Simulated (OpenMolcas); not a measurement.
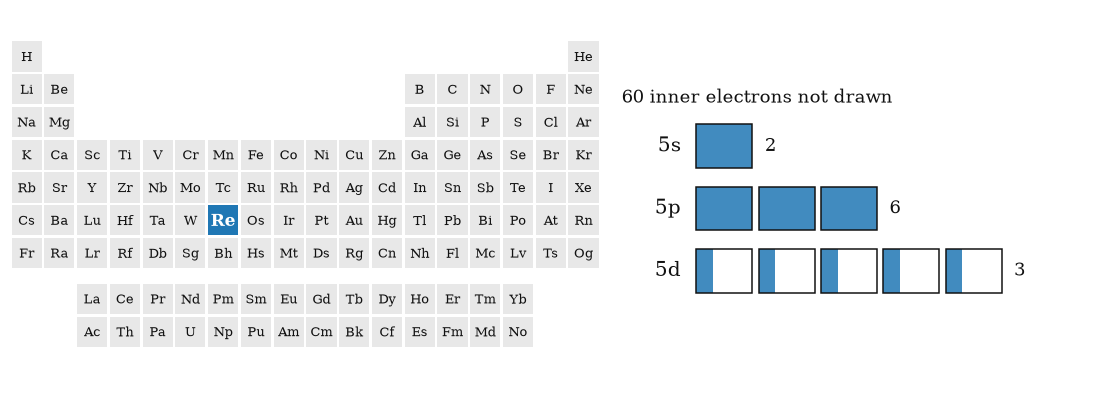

**Figure 1.** Left, the place of rhenium in the periodic table; right, the outer shells of the leading configuration of the lowest level: a box for each of the 2l + 1 orbitals, shaded by the share of the shell that is filled, with the electron count at the right.

**Multiconfigurational calculation: Re⁴⁺ complex (part 1 of 2)**

- system: Re⁴⁺ with 6 ligands (F; octahedron, 1.938 Å), embedded in K2NaGaF6 by model potentials and point charges, whose field is part of the energies.
- method: state-averaged CASSCF, active space 3 electrons in the shell 5d, basis ANO-RCC-VTZP on the metal and ANO-RCC-VDZP on the ligands, DKH2 scalar Hamiltonian, spin-orbit coupling by RASSI with atomic mean-field integrals (OpenMolcas)

### Log (extracts)
```
--- SEWARD ---
Basis set label: RE.ANO-RCC...8S7P5D3F2G1H.

      Electronic valence basis set:
      ------------------
      Associated Effective Charge  75.000000 au
      Associated Actual Charge     75.000000 au
      Nuclear Model: Point charge

      Shell  nPrim  nBasis  Cartesian Spherical Contaminant
         s      24       8        X
         p      21       7        X
         d      15       5                 X
         f      11       3                 X
         g       4       2                 X
         h       2       1                 X
                  Relativistic Douglas-Kroll-Hess integrals:
                    - DKH order of Hamiltonian: 2
                    - DKH order of Properties : 0
                  Atomic mean-field integrals
--- RASSCF ---
Wave function specifications:
      -----------------------------

      Number of closed shell electrons         128
      Number of electrons in active shells       3
      Max number of holes in RAS1 space          0
      Max nr of electrons in RAS3 space          0
      Number of inactive orbitals               64
      Number of active orbitals                  5
      Number of secondary orbitals             119
      Spin quantum number                      1.5
      State symmetry                             1
Orbital specifications:
      -----------------------

      Symmetry species                           1   2
                                                ag  au
      Frozen orbitals                            0   0
      Inactive orbitals                         30  34
      Active orbitals                            5   0
      RAS1 orbitals                              0   0
      RAS2 orbitals                              5   0
      RAS3 orbitals                              0   0
      Secondary orbitals                        58  61
      Deleted orbitals                           0   0
      Number of basis functions                 93  95
      Number of CSFs                            10
      Number of root(s) required                10
      Iter CI   SX   CI       RASSCF       Energy    max ROT     max BLB   max BLB  Level Ln srch  Step   QN
          iter iter root      energy       change     param      element    value   shift minimum  type update
 Nr of preliminary CI iterations:   1
      Total energies have been shifted. Add               -17000.00 au
        1   1   15    0  -273.48673349    0.00E+00  -1.09E-01*  30  33 1  2.98E-01*  0.95   0.00    SX    NO
        2   1   15    0  -274.46014163   -9.73E-01* -9.78E-02   30  33 1  1.88E-01*  0.63   0.00    SX    NO
        3   1   14    0  -274.65487660   -1.95E-01* -3.57E-02   30  33 1  7.05E-02*  0.64   0.00    SX    NO
        4   1   14    0  -274.68425163   -2.94E-02* -1.41E-02   13  38 2 -4.40E-02*  0.67   0.00    SX    NO
        5   1   13    0  -274.69065659   -6.40E-03* -1.40E-02   13  38 2  3.48E-02*  0.66   1.07    QN   YES
        6   1   12    0  -274.69341271   -2.76E-03*  3.23E-03   11  36 2  4.48E-03*  0.67   1.11    QN   YES
        7   1   11    0  -274.69351959   -1.07E-04* -1.13E-03   19  65 2 -8.80E-04*  0.67   1.26    QN   YES
        8   1    9    0  -274.69353294   -1.33E-05* -2.68E-04   30  33 1 -4.22E-04*  0.67   1.17    QN   YES
        9   1    9    0  -274.69353422   -1.28E-06* -1.47E-04   30  33 1 -1.46E-04*  0.67   1.37    QN   YES
       10   1    8    0  -274.69353451   -2.88E-07*  5.39E-05   34  44 2 -4.78E-05   0.67   1.34    QN   YES
       11   1    7    0  -274.69353456   -5.01E-08*  1.74E-05   34  44 2 -2.59E-05   0.67   1.29    QN   YES
       12   1    6    0  -274.69353457   -6.35E-09   6.81E-06   34  44 2 -9.59E-06   0.67   2.50    QN   YES
      Convergence after 12 iterations
       13   1    6    0  -274.69353456    1.51E-09   6.81E-06   18  60 1  3.67E-06   0.67   2.50    QN   YES
      Natural orbitals and occupation numbers for root  1
      sym 1:   1.000000   1.000000   0.000000   1.000000   0.000000
      Natural orbitals and occupation numbers for root  2
      sym 1:   0.999957   0.000043   0.000043   1.000000   0.999957
      Natural orbitals and occupation numbers for root  3
      sym 1:   0.999961   0.999961   1.000000   0.000039   0.000039
::    RASSCF root number  1 Total energy: -17274.91682404
::    RASSCF root number  2 Total energy: -17274.74249974
::    RASSCF root number  3 Total energy: -17274.74249974
::    RASSCF root number  4 Total energy: -17274.74249974
::    RASSCF root number  5 Total energy: -17274.70556759
::    RASSCF root number  6 Total energy: -17274.70556758
::    RASSCF root number  7 Total energy: -17274.70556758
::    RASSCF root number  8 Total energy: -17274.55810654
::    RASSCF root number  9 Total energy: -17274.55810654
::    RASSCF root number 10 Total energy: -17274.55810654
--- RASSCF ---
Wave function specifications:
      -----------------------------

      Number of closed shell electrons         128
      Number of electrons in active shells       3
      Max number of holes in RAS1 space          0
      Max nr of electrons in RAS3 space          0
      Number of inactive orbitals               64
      Number of active orbitals                  5
      Number of secondary orbitals             119
      Spin quantum number                      0.5
      State symmetry                             1
Orbital specifications:
      -----------------------

      Symmetry species                           1   2
                                                ag  au
      Frozen orbitals                            0   0
      Inactive orbitals                         30  34
      Active orbitals                            5   0
      RAS1 orbitals                              0   0
      RAS2 orbitals                              5   0
      RAS3 orbitals                              0   0
      Secondary orbitals                        58  61
      Deleted orbitals                           0   0
      Number of basis functions                 93  95
      Number of CSFs                            40
      Number of root(s) required                40
      Iter CI   SX   CI       RASSCF       Energy    max ROT     max BLB   max BLB  Level Ln srch  Step   QN
          iter iter root      energy       change     param      element    value   shift minimum  type update
 Nr of preliminary CI iterations:   1
      Total energies have been shifted. Add               -17000.00 au
        1   1   11    0  -274.62073551    0.00E+00  -7.44E-03   31  46 1 -6.36E-03*  0.62   0.00    SX    NO
        2   1   11    0  -274.62133725   -6.02E-04*  3.18E-03   27  31 1 -3.73E-03*  0.62   0.00    SX    NO
        3   1   11    0  -274.62147424   -1.37E-04*  1.51E-03   27  31 1 -2.14E-03*  0.62   0.00    SX    NO
        4   1   10    0  -274.62151061   -3.64E-05*  7.35E-04   27  31 1 -1.28E-03*  0.62   0.00    SX    NO
        5   1   10    0  -274.62152096   -1.04E-05*  7.20E-04   27  31 1 -7.17E-04*  0.62   1.98    LS   YES
        6   1    9    0  -274.62152433   -3.37E-06* -2.86E-04   13  38 2 -1.21E-03*  0.62   1.00    QN   YES
        7   1    9    0  -274.62152507   -7.39E-07*  1.51E-04   13  38 2  8.06E-04*  0.62   0.63    QN   YES
        8   1    7    0  -274.62152557   -5.02E-07* -4.21E-05   24  45 1 -6.93E-05   0.62   1.10    QN   YES
        9   1    7    0  -274.62152561   -3.71E-08* -6.30E-05   24  45 1 -3.98E-05   0.62   2.50    LS   YES
       10   1    7    0  -274.62152561   -5.49E-09  -3.37E-05   13  38 2 -1.07E-04*  0.62   0.58    QN   YES
       11   1    6    0  -274.62152562   -1.35E-08* -4.55E-06   13  38 2 -1.17E-05   0.62   1.06    QN   YES
       12   1    5    0  -274.62152562    2.42E-09  -1.49E-06   32  44 2 -3.12E-06   0.62   0.05    QN   YES
      Convergence after 12 iterations
       13   1    5    0  -274.62152562    1.80E-09  -1.49E-06   19  40 2  1.51E-06   0.62   0.05    QN   YES
      Natural orbitals and occupation numbers for root  1
      sym 1:   0.009789   0.990114   0.001347   0.999230   0.999519
      Natural orbitals and occupation numbers for root  2
      sym 1:   0.001347   1.002462   0.009789   0.993345   0.993056
      Natural orbitals and occupation numbers for root  3
      sym 1:   0.002495   0.995941   0.002972   0.999234   0.999358
::    RASSCF root number  1 Total energy: -17274.85249345
::    RASSCF root number  2 Total energy: -17274.85249345
::    RASSCF root number  3 Total energy: -17274.85011207
::    RASSCF root number  4 Total energy: -17274.85011207
::    RASSCF root number  5 Total energy: -17274.85011207
::    RASSCF root number  6 Total energy: -17274.81356782
::    RASSCF root number  7 Total energy: -17274.81356782
::    RASSCF root number  8 Total energy: -17274.81356782
::    RASSCF root number  9 Total energy: -17274.69225943
::    RASSCF root number 10 Total energy: -17274.68217636
::    RASSCF root number 11 Total energy: -17274.68217636
::    RASSCF root number 12 Total energy: -17274.68217636
::    RASSCF root number 13 Total energy: -17274.68028900
::    RASSCF root number 14 Total energy: -17274.68028900
::    RASSCF root number 15 Total energy: -17274.68028900
::    RASSCF root number 16 Total energy: -17274.67306144
::    RASSCF root number 17 Total energy: -17274.67306144
::    RASSCF root number 18 Total energy: -17274.65594374
::    RASSCF root number 19 Total energy: -17274.65594374
::    RASSCF root number 20 Total energy: -17274.65594374
::    RASSCF root number 21 Total energy: -17274.63764906
::    RASSCF root number 22 Total energy: -17274.63764906
::    RASSCF root number 23 Total energy: -17274.63764906
::    RASSCF root number 24 Total energy: -17274.62706675
::    RASSCF root number 25 Total energy: -17274.58158846
::    RASSCF root number 26 Total energy: -17274.58158846
::    RASSCF root number 27 Total energy: -17274.51098186
::    RASSCF root number 28 Total energy: -17274.51098186
::    RASSCF root number 29 Total energy: -17274.51098186
::    RASSCF root number 30 Total energy: -17274.50326825
```

(Continued in part 2.) Outcome of the run: converged.
